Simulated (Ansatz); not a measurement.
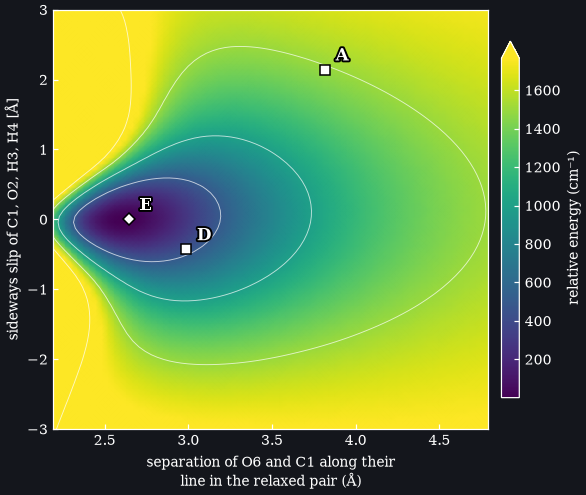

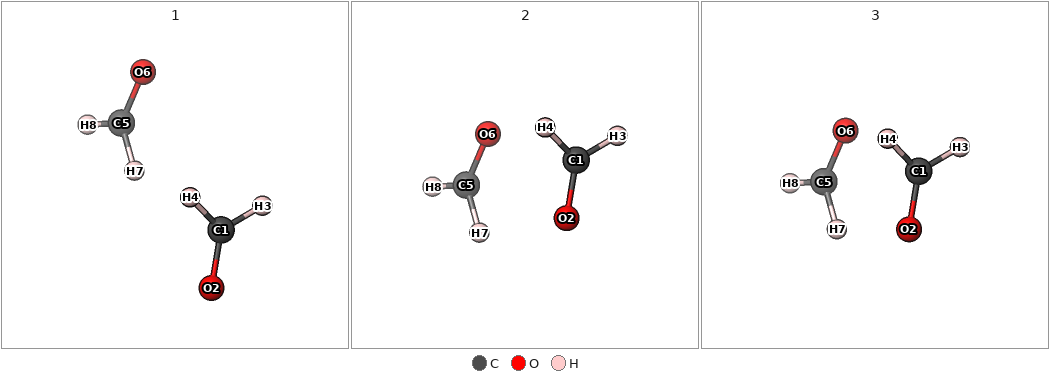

The pair CH₂O···CH₂O. Coordinates scanned: (1) separation of O6 and C1 along their line in the relaxed pair; (2) sideways slip of C1, O2, H3, H4. Nothing is relaxed (both partners rigid). Grid: 15 × 15 points. Points are written as (first, second). Energies are in cm⁻¹, from the lowest grid point. Method: RKS PBE0-D4/def2-SVPD (Ansatz 0.2.0).

Drawn: a smooth colour map with a few white contour lines, one colour for all values above the top of the scale, lettered points. Between grid points the surface is interpolated. The numbered pictures are the structures at these points, in random order.

### Which structure belongs to which point?

A is structure 1: (3.816 Å, 2.14 Å), 1485 cm⁻¹; D is structure 2: (2.987 Å, −0.43 Å), 443 cm⁻¹; E is structure 3: (2.643 Å, 0.00 Å), 0 cm⁻¹.
